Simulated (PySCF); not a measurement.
# BH$_{4}$O$_{6}$PSi: what the fields show

```xyz
13

O     0.9788    0.0393    2.2969
P     1.1207   -0.1816    0.8565
O     2.5504   -0.7123    0.3987
O     0.8687    1.0929   -0.1028
Si   -0.6676    1.6369   -0.5390
O    -1.5792    0.2482   -0.5841
B    -1.1809   -1.0188   -0.2732
O    -2.0205   -2.0503   -0.4808
O     0.0953   -1.2738    0.2274
H     2.6535   -0.7737   -0.5590
H    -0.5519    2.2366   -1.8873
H    -1.2123    2.5698    0.4723
H    -1.6392   -2.8858   -0.1924
```

Geometry: PBE0-D3(BJ)/def2-SVP.

Theory: PBE0/pcSseg-1, SCF density, gas phase, non-relativistic in PySCF 2.14.0.

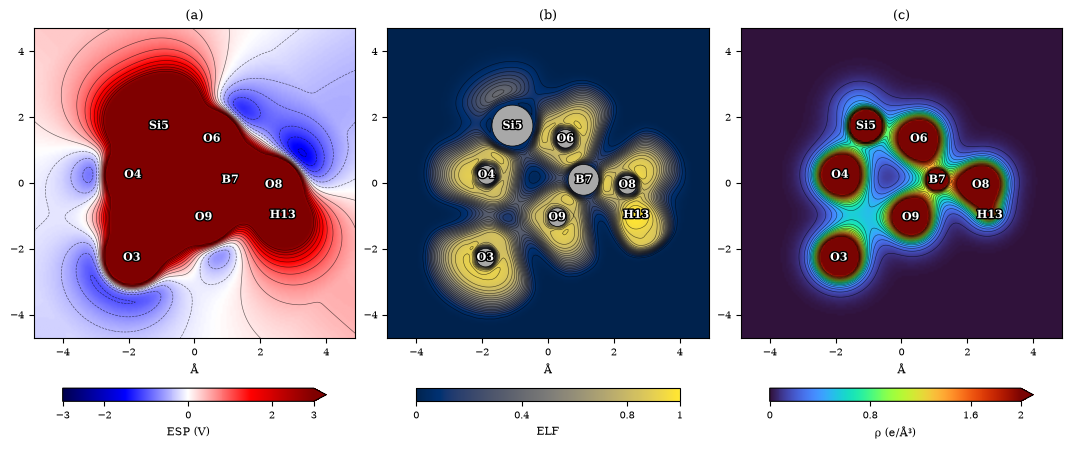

Figure 1. (a) electrostatic potential; (b) electron localisation function; (c) total electron density on the plane of atoms O4, Si5 and O6. Grey discs cover the atomic cores in the ELF map.

> Describe what can be read from this map.

- The plane passes through O, Si, B and H nuclei.
- B–O (1.35 Å): ρ is about 2.2 e/Å³ halfway; the ELF peaks at about 0.90 between the atoms (a short, strongly polar bond).
- Si–O (1.66 Å): ρ at the midpoint is about 1.1 e/Å³; the ELF peaks at about 0.85 between the atoms (a shared but strongly polarised pair).
- O–H (0.96 Å): ρ is about 3.7 e/Å³ halfway; the ELF climbs to about 1 towards the hydrogen, as it does in any bond to H (an ordinary covalent bond to hydrogen).
- B–O (1.39 Å): the density is about 1.9 e/Å³ at the midpoint; the ELF peaks at about 0.90 between the atoms: a polar covalent bond.
- The ELF also peaks beside O3, O9, O4, O8 and O6, away from the bonds: lone-pair regions.
- Outside the dense part of the molecule the potential is most negative (−1.6 V) near O8.

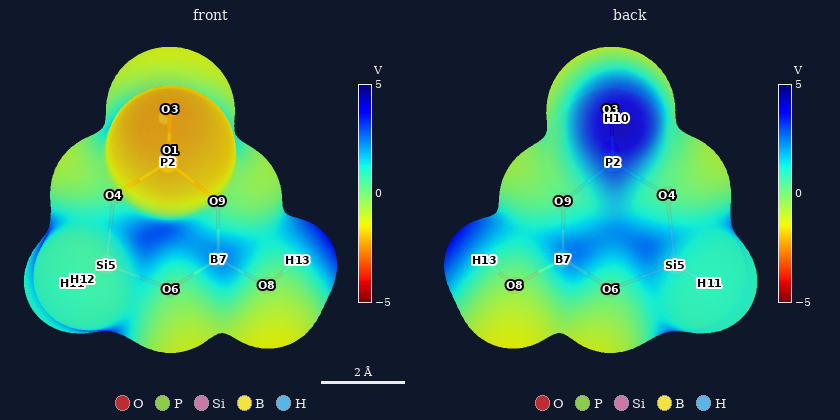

Figure 2. The electrostatic potential painted on the density surface at 0.004 e/bohr³, seen from the front and from behind; red is negative and blue positive.

> Where is the surface potential most negative and most positive?

The most negative region (about −2.2 V, or −51 kcal/mol for a unit charge) lies over O1, the most positive (about +4.1 V, or +95 kcal/mol for a unit charge) over H10. O1 is the likeliest acceptor of a hydrogen bond.
